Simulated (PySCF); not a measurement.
C₆H₁₄OSi₂

Input file:

```
{"job": {"kind": "nmr", "xc": "PBE0", "basis": "pcSseg-1"}, "charge": 0, "multiplicity": 1}
C     -1.399166     2.184754    -0.360129
C     -1.876962     1.172298     0.337935
C     -1.058636     0.318697     1.254860
C     -1.197845    -1.149103     0.911283
C     -0.055922    -2.085836     1.130150
C     -0.492500    -1.755899    -0.274558
Si     0.619856    -0.825014    -1.476182
O      1.704404     0.065117    -0.664476
Si     2.751474     1.137497    -0.063150
H     -2.020420     2.774641    -1.013002
H     -0.360006     2.464517    -0.306178
H     -2.924003     0.904850     0.267332
H     -1.403955     0.466328     2.285197
H     -0.012840     0.617805     1.198226
H     -2.190961    -1.538780     1.116083
H     -0.251800    -3.074984     1.519400
H      0.877735    -1.662930     1.471126
H     -1.059511    -2.541261    -0.765201
H     -0.144037     0.080151    -2.333825
H      1.412697    -1.788074    -2.245506
H      2.376451     2.460168    -0.562294
H      2.618977     1.061113     1.393542
H      4.082219     0.740931    -0.513810
```

Command:

```sh
OMP_NUM_THREADS=1 python probes_run.py task.json out
```

Geometry: GFN2-xTB.

Level of theory: PBE0/pcSseg-1, SCF density, gas phase, non-relativistic (PySCF).

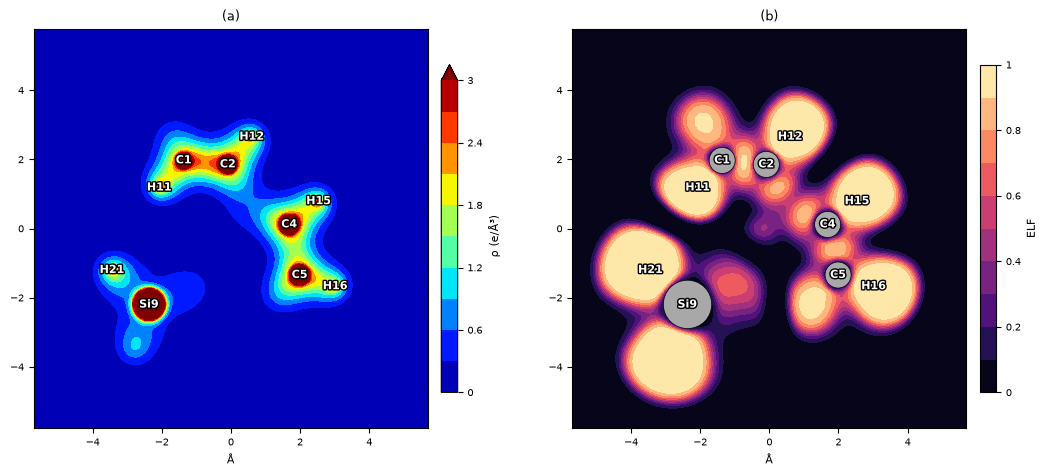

Figure 1. (a) total electron density; (b) electron localisation function on the plane of atoms C5, C4 and H15. Grey discs cover the atomic cores in the ELF map.

Question: Read the bonding off the picture.

Answer: Atoms in the plane: C, Si and H. C–C (1.32 Å): ρ at the midpoint is about 2.3 e/Å³; the ELF peaks at about 0.90 between the atoms (a short, multiple covalent bond). C–H (1.08 Å): ρ is about 2 e/Å³ halfway; the ELF climbs to about 1 towards the hydrogen, as it does in any bond to H (a covalent bond by its length). C–C (1.49 Å): the density is about 1.6 e/Å³ at the midpoint; the ELF peaks at about 0.90 between the atoms: a shared electron pair. Si–H (1.46 Å): ρ at the midpoint is about 0.82 e/Å³; the ELF climbs to about 1 towards the hydrogen.

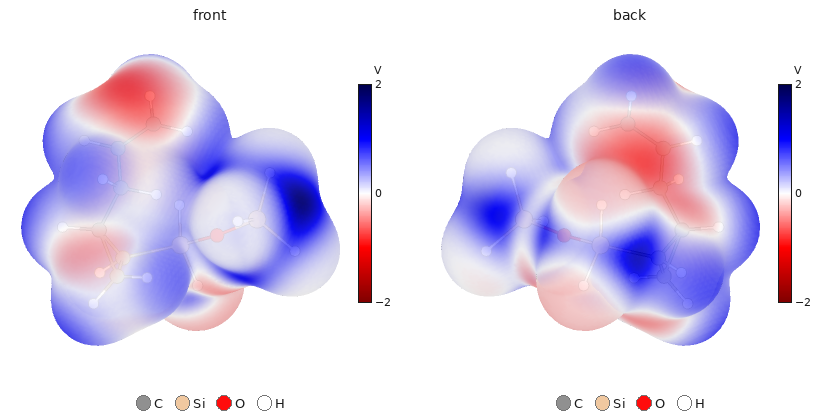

Figure 2. The electrostatic potential painted on the density surface at 0.002 e/bohr³, seen from the front and from behind; the colour scale runs from red (negative) to blue (positive).

Question: Describe the electrostatic potential map.

Answer: The most negative region (about −0.8 V) lies over C1, C2 and H19, the most positive (about +1.6 V) over Si9.
